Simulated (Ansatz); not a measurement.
```xyz
7

C     0.0424   -2.2555   -0.3050
Mg   -0.9135    0.7002   -0.8634
O    -0.3755   -0.9630   -0.5484
H    -0.1151   -2.5532    0.7524
H    -0.5013   -2.9948   -0.9290
H     1.1231   -2.3920   -0.5173
H    -1.4235    2.2775   -1.1622
```

Geometry: B3LYP-D3(BJ)/def2-SVP.

Level of theory: isolated molecule in a Gaussian basis; Kohn-Sham density functional theory, functional PBE0 (Ansatz 0.2.0).

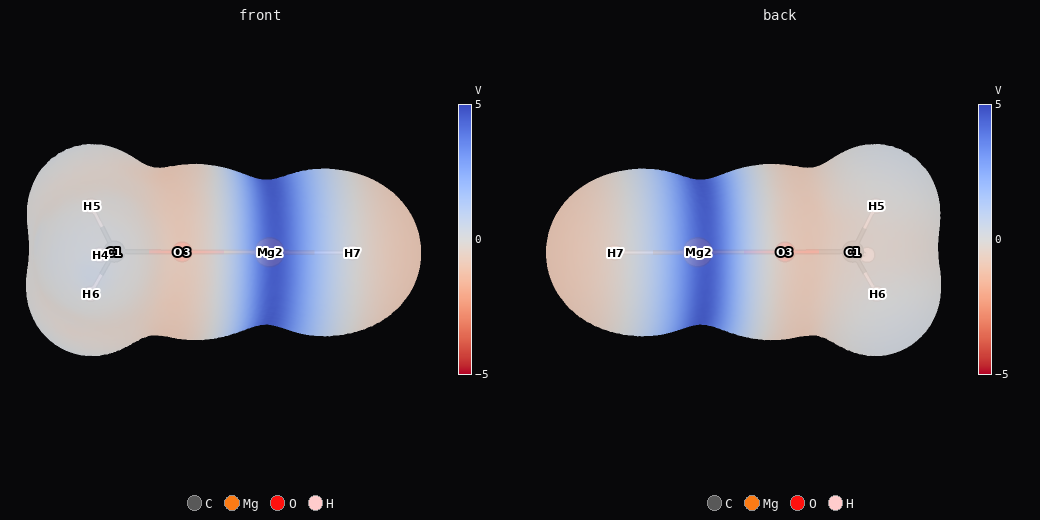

CH4MgO (SMILES C[O][MgH]). The molecular electrostatic potential painted on the density surface at 0.002 e/bohr³, seen from the front and from behind; red is negative and blue positive.

Describe the electrostatic potential map.

The most negative region (about −0.9 V) lies over C1 and H7, the most positive (about +4.5 V) over Mg2.
